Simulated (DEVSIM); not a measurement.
Structure: Pt/SiO2/p-Si capacitor, at 400 K.

```csv
layer (left to right),material,thickness (nm),Na (cm⁻³)
1,SiO2,1.60,-
2,Si,360,2.5e18
```

Metal gate on the left, work function 5.6 eV. Fixed charge at the semiconductor interface 3.9e11 cm⁻² (in units of +e); no interface traps.

Constants are typed, rounded textbook-type inputs, not results; the design itself was drawn at random and stands for no fabricated device. Values at 300 K; Nc and Nv go as T^1.5, mobilities as T to minus their exponent, the gap by Varshni's rule with the affinity fixed.

| parameter | SiO2 | Si |
|---|---|---|
| gap (eV) | 9 | 1.124 |
| affinity (eV) | 0.9 | 4.05 |
| permittivity | 3.9 | 11.7 |
| Nc (cm⁻³) | - | 2.86e19 |
| Nv (cm⁻³) | - | 3.1e19 |
| Varshni α (eV/K) | - | 0.000473 |
| Varshni β (K) | - | 636 |

Simulated with DEVSIM: 1D Poisson equation in equilibrium, Boltzmann statistics, complete ionisation; no quantum confinement or tunnelling. Metal contacts follow the ideal Schottky-Mott rule: no Fermi-level pinning, no interface dipoles.

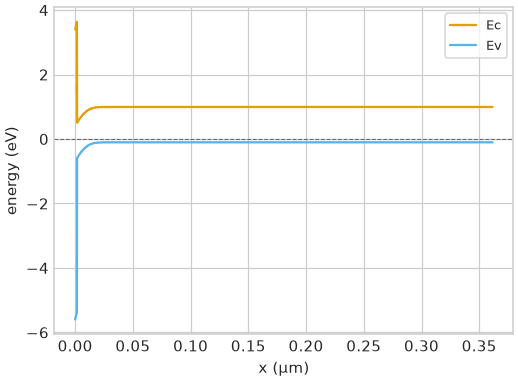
Figure. Band edges at 1.3 V on the gate

Energies count from the Fermi level of the right contact; mesh points crowd at the junctions.

| x (μm) | Ec (eV) | Ev (eV) | n (cm⁻³) | p (cm⁻³) | field (V/cm) |
|---|---|---|---|---|---|
| 0.000 | 3.400 | -5.600 | < 1e2 | < 1e2 | 1600000 |
| 0.0005327 | 3.485 | -5.515 | < 1e2 | < 1e2 | 1600000 |
| 0.0009381 | 3.550 | -5.450 | < 1e2 | < 1e2 | 1600000 |
| 0.001470 | 3.635 | -5.365 | < 1e2 | < 1e2 | 1600000 |
| 0.002434 | 0.553 | -0.543 | 4.7e12 | 6.9e12 | 560000 |
| 0.003750 | 0.624 | -0.473 | 6.1e11 | 5.3e13 | 510000 |
| 0.005930 | 0.726 | -0.371 | 3.1e10 | 1.0e15 | 430000 |
| 0.01158 | 0.905 | -0.191 | 1.7e8 | 1.9e17 | 210000 |
| 0.01891 | 0.984 | -0.113 | 1.8e7 | 1.8e18 | 36000 |
| 0.03106 | 0.995 | -0.102 | 1.3e7 | 2.5e18 | 690 |
| 0.05120 | 0.995 | -0.102 | 1.3e7 | 2.5e18 | ≈ 0 |
| 0.1034 | 0.995 | -0.102 | 1.3e7 | 2.5e18 | ≈ 0 |
| 0.1711 | 0.995 | -0.102 | 1.3e7 | 2.5e18 | ≈ 0 |
| 0.2458 | 0.995 | -0.102 | 1.3e7 | 2.5e18 | ≈ 0 |
| 0.3031 | 0.995 | -0.102 | 1.3e7 | 2.5e18 | ≈ 0 |
| 0.3280 | 0.995 | -0.102 | 1.3e7 | 2.5e18 | ≈ 0 |
| 0.3418 | 0.995 | -0.102 | 1.3e7 | 2.5e18 | ≈ 0 |
| 0.3501 | 0.995 | -0.102 | 1.3e7 | 2.5e18 | ≈ 0 |
| 0.3563 | 0.995 | -0.102 | 1.3e7 | 2.5e18 | ≈ 0 |
| 0.3589 | 0.995 | -0.102 | 1.3e7 | 2.5e18 | ≈ 0 |
| 0.3605 | 0.995 | -0.102 | 1.3e7 | 2.5e18 | ≈ 0 |
| 0.3616 | 0.995 | -0.102 | 1.3e7 | 2.5e18 | ≈ 0 |
